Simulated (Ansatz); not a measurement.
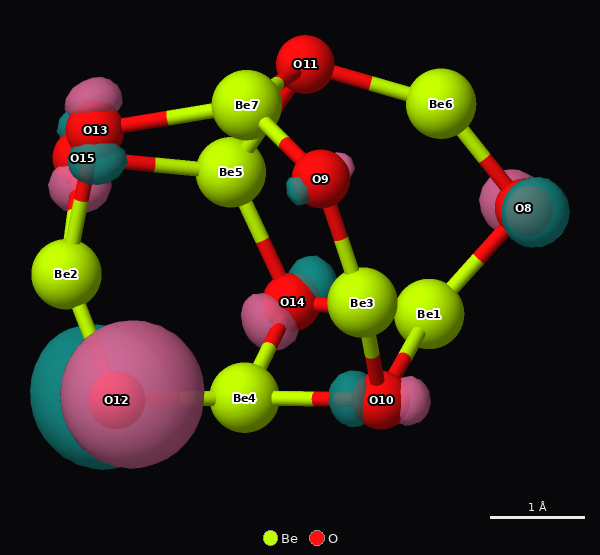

*Be$_{7}$O$_{8}$. One frontier orbital at ±0.2 Å⁻³ᐟ² (teal and pink are the two phases), seen across its widest extent.*

Geometry: PBE-D4/def2-SVP.

Computed with RKS PBE0-D4/def2-TZVP in Ansatz 0.2.0.

```yaml
atoms:
  - { symbol: Be, position_ang: [1.3635, -1.4231, -0.2818] }
  - { symbol: Be, position_ang: [-2.2326, 0.3586, -0.3322] }
  - { symbol: Be, position_ang: [0.2300, -0.8061, 1.7727] }
  - { symbol: Be, position_ang: [-0.8479, -1.5578, -0.2890] }
  - { symbol: Be, position_ang: [0.0832, 0.6278, -1.3724] }
  - { symbol: Be, position_ang: [2.2046, 0.6653, -0.0919] }
  - { symbol: Be, position_ang: [-0.0255, 1.5041, 0.8158] }
  - { symbol: O, position_ang: [2.6654, -0.6891, -0.0046] }
  - { symbol: O, position_ang: [0.1912, 0.6231, 2.0142] }
  - { symbol: O, position_ang: [0.2893, -1.9702, 0.8271] }
  - { symbol: O, position_ang: [1.0196, 1.5394, -0.4197] }
  - { symbol: O, position_ang: [-2.2425, -1.0625, -0.0588] }
  - { symbol: O, position_ang: [-1.5256, 1.7516, 0.1349] }
  - { symbol: O, position_ang: [0.2364, -0.9070, -1.3565] }
  - { symbol: O, position_ang: [-1.4091, 1.3459, -1.3578] }
```

Which orbital is it: HOMO or LUMO?

Answer. The HOMO, at −8.00 eV. It lies mainly on O12 (about 60 %) and Be2 (about 5 %).
